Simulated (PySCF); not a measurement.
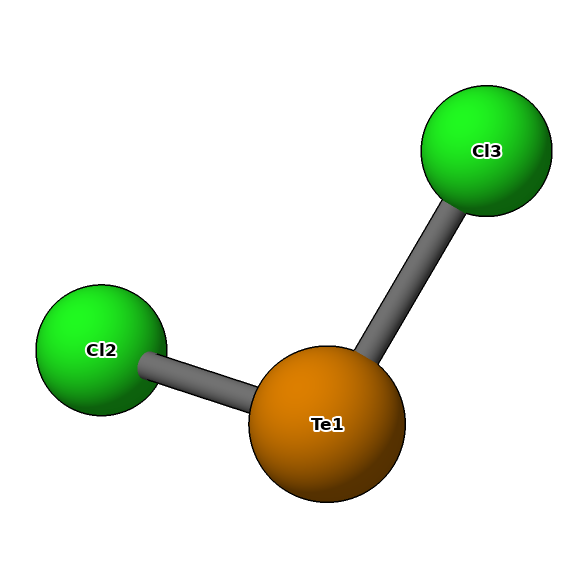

The thickness of each stick grows with its Mayer bond order. Computed geometry: PBE0/def2-TZVP with core potentials optimisation. Level of theory: PBE0/def2-TZVP, core potentials on Te (PySCF 2.14.0).

List the Mayer bond orders of Te1–Cl2 (one bond of each equivalent set).

```csv
bond,Mayer order,length (Å)
Te1–Cl2,1.08,2.320
```
